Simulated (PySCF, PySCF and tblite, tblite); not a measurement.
# C3H8O2Si2: a path driven as rotation about a bond, and NMR exchange, part 2 of 2

PySCF and tblite. Atoms count from 0.

## 9. Kinetics and line shapes

What the job is given:

```
{"job": {"smiles": "O=C([SiH3])C=C(O)[SiH3]", "charge": 0, "mult": 1, "motion": "rotation", "what": "enol ether", "atoms": [4, 5], "drives": [{"terms": [["t", [3, 4, 5, 11], 0.5], ["t", [6, 4, 5, 11], 0.5]], "by": 180, "n": 12}], "study": "path", "level": {"kind": "nmr", "xc": "PBE0", "basis": "pcSseg-1"}, "fields": [360, 600, 800], "first": 2, "seed": 447, "kind": "path"}, "charge": 0, "multiplicity": 1}
O     -1.327070    -1.450241    -0.869244
C     -1.263781    -0.446441    -0.140428
Si    -2.909774     0.228640     0.577899
C     -0.013045     0.199852     0.145736
C      1.165375    -0.255746    -0.362534
O      1.221455    -1.319615    -1.150362
Si     2.880916     0.505965    -0.055086
H     -2.599035     1.221370     1.608002
H     -3.640697     0.839906    -0.530980
H     -3.644209    -0.906916     1.126671
H     -0.018077     1.067596     0.783335
H      0.287754    -1.663473    -1.265089
H      2.713207     1.658213     0.830451
H      3.710982    -0.527489     0.560425
H      3.419808     0.902876    -1.354391
```

What it wrote:

```text
stationary points (kcal/mol above the start)
  n  kind          group   xTB      DFT    lowest mode
  0  minimum      C1       0.00     0.00     -27.4
  1  saddle       C1      17.28    21.23    -479.2
  2  minimum      Cs      13.16    16.50      32.4

GFN2-xTB energies: T/K, barrier G, reaction G (kcal/mol), k forward, k back (1/s)
 150.00    16.32    12.98   5.22e-12   8.57e+07
 200.00    16.29    12.93   6.63e-06   1.77e+09
 250.00    16.25    12.86     0.0323   1.13e+10
 298.15    16.22    12.79       8.04   3.81e+10
 350.00    16.18    12.70        573   9.82e+10
 400.00    16.15    12.62   1.25e+04   1.96e+11
 500.00    16.10    12.43   9.58e+05   5.21e+11

PBE0/pcSseg-1 + D3(BJ) energies: T/K, barrier G, reaction G (kcal/mol), k forward, k back (1/s)
 150.00    20.27    16.32   9.13e-18   1.11e+07
 200.00    20.24    16.27   3.19e-10   3.83e+08
 250.00    20.20    16.20   1.13e-05   3.32e+09
 298.15    20.17    16.13     0.0102   1.36e+10
 350.00    20.13    16.05       1.95   4.09e+10
 400.00    20.10    15.96       86.7   9.09e+10
 500.00    20.05    15.77    1.8e+04   2.82e+11
```

It took 89 s on 1 thread of Arm Neoverse V1, shared host; peak memory 0.81 GiB. This counts the whole study up to here.

Barriers by level (kcal/mol; entropies in cal/(mol K)). Zero-point and thermal terms come from xTB in every row. ΔG‡ leaves symmetry out; the rate counts one path; effective ΔG‡, where given, is the barrier that would give that rate by Eyring's equation alone:

```csv
level,ΔE‡,with zero-point,ΔH‡,ΔS‡,ΔG‡ (298 K),ΔE of reaction,k at 298 K (1/s),effective ΔG‡
GFN2-xTB,17.28,16.37,16.52,1.0,16.22,13.16,8,16.22
PBE0/pcSseg-1 + D3(BJ),21.23,20.32,20.47,1.0,20.17,16.50,0.01,20.17
```

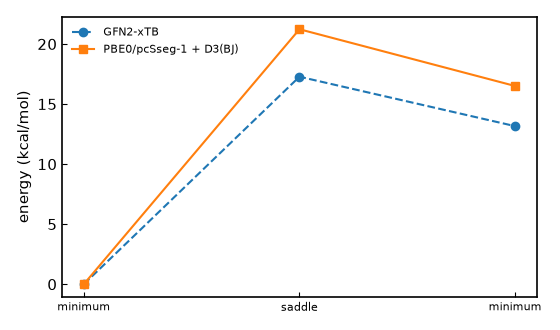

The xTB stationary points, at both levels.

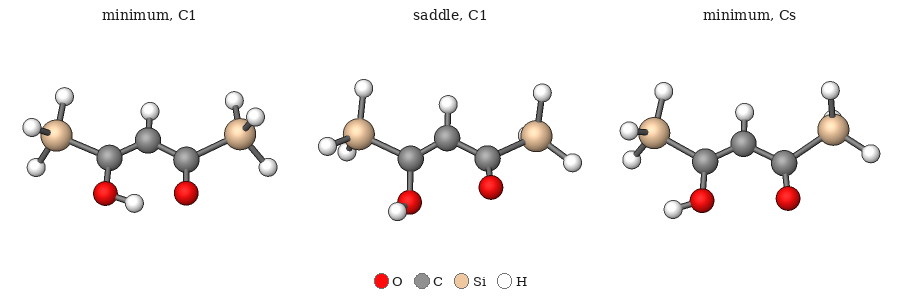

The stationary points in order.

Sites that the driver pairs across this motion, and where their lines would merge (no couplings; faster rotations or exchange between molecules can average them sooner):

```csv
nucleus,sites: shielding (ppm),proton frequency (MHz),spread (Hz),coalescence (K),lines at 298 K
$^{17}$O,O0: -290.7; O0 (end): -524.0,800,25309,not given,–
$^{1}$H,H11: 16.41; H11 (end): 26.50,800,8067,not given,–
$^{13}$C,C4: -2.4; C4 (end): 21.5,800,4803,not given,–
$^{13}$C,C1: -43.8; C1 (end): -35.9,800,1594,not given,–
$^{17}$O,O5: 140.8; O5 (end): 151.3,800,1139,not given,–
$^{29}$Si,Si6: 424.6; Si6 (end): 422.6,800,318,not given,–
$^{1}$H,H10: 25.34; H10 (end): 25.71,800,296,not given,–
$^{13}$C,C3: 63.9; C3 (end): 62.9,800,195,not given,–
```

A dash: the driver gave no coalescence for this row (it judged the minor form too scarce).

Rows that set an atom against itself at the end compare its shielding in the two forms.

Lines of quadrupolar nuclei are broad, so their coalescence could hardly be seen.

## 10. Nudged elastic band, band settings drawn wide

What the job is given:

```
{"job": {"images": 11, "spring": 3.0, "start": "idpp", "climb": false, "fmax": 0.03, "method": "GFN2-xTB", "steps": 200, "xc": "GFN2-xTB", "basis": "xTB", "kind": "neb"}, "charge": 0, "multiplicity": 1}
O     -1.327070    -1.450241    -0.869244
C     -1.263781    -0.446441    -0.140428
Si    -2.909774     0.228640     0.577899
C     -0.013045     0.199852     0.145736
C      1.165375    -0.255746    -0.362534
O      1.221455    -1.319615    -1.150362
Si     2.880916     0.505965    -0.055086
H     -2.599035     1.221370     1.608002
H     -3.640697     0.839906    -0.530980
H     -3.644209    -0.906916     1.126671
H     -0.018077     1.067596     0.783335
H      0.287754    -1.663473    -1.265089
H      2.713207     1.658213     0.830451
H      3.710982    -0.527489     0.560425
H      3.419808     0.902876    -1.354391
```

What it wrote:

```text
image   E - E0 / eV
  0       0.0000
  1      -0.0003
  2       0.0002
  3       0.0652
  4       0.3023
  5       0.6365
  6       0.7752
  7       0.6797
  8       0.5827
  9       0.5724
 10       0.5707
```

Run time: 6.3 s. Hardware: 1 thread of Arm Neoverse V1, shared host; peak memory 0.45 GiB.

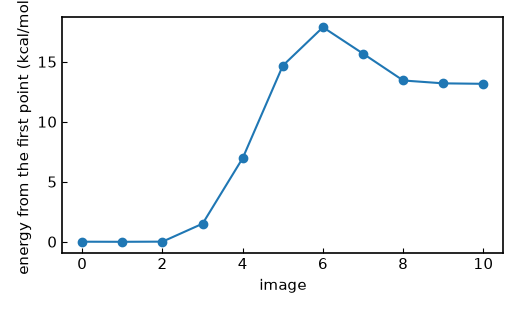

Energy along the band.

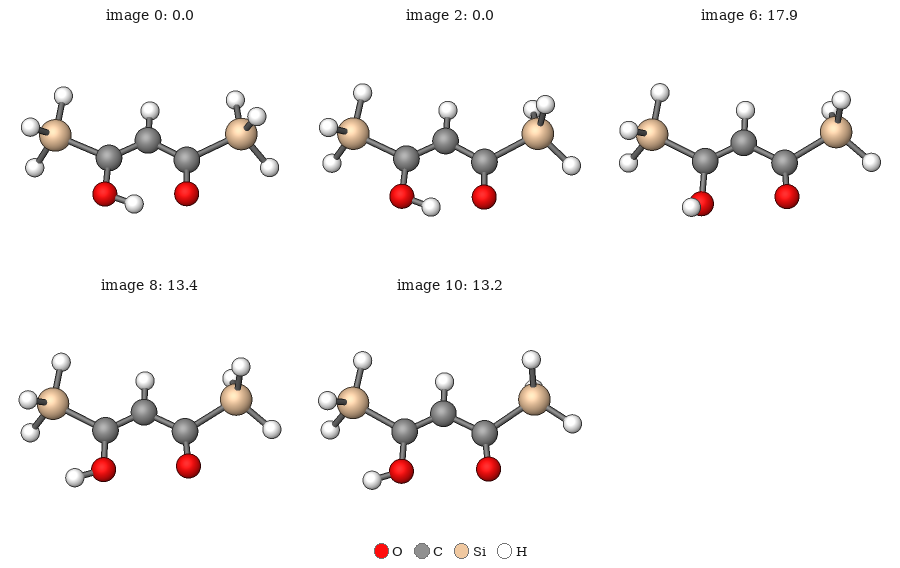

Images along the band, with energies in kcal/mol.

## 11. Results

What follows sums up all 2 parts.

| quantity | value |
| --- | --- |
| barrier (PBE0/pcSseg-1 + D3(BJ)) | ΔE‡ 21.2, ΔG‡(298 K) 20.2 kcal/mol |
| barrier (GFN2-xTB) | ΔE‡ 17.3 kcal/mol |
| rate at 298 K | 0.01 s⁻¹ |
| end of the path | 16.5 kcal/mol from the start |

In words: The barrier is 21.2 kcal/mol at the DFT level (xTB: 17.3); with thermal terms and the count of paths the DFT value gives a rate of 0.01 s⁻¹ at 298 K. An error of 1.4 kcal/mol changes that rate tenfold. A minimum keeps an imaginary mode.
